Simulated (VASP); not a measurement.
Band structure of ZrGe (space group Pnma). These are PBEsol GGA, VASP's PBE PAW potentials (set 64) (plane waves; VASP) values and carry that method's errors.

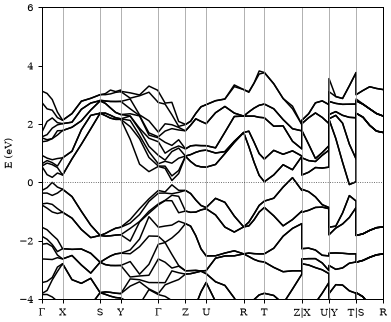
Figure. Bands along high-symmetry lines, zero at the valence-band maximum or, without a gap, the Fermi level

### Question
Read the plot: is there a gap, and where are the band edges?

### Answer
It has no gap at this level: it comes out as a metal or semimetal.

The structure comes from a computed database's ZrGe entry (Pnma); how it stands against other phases isn't given here. The cell was not relaxed at this level. The k-mesh is coarse (spacing up to 0.40 per Å, 2π included), so the numbers may not be converged in it.
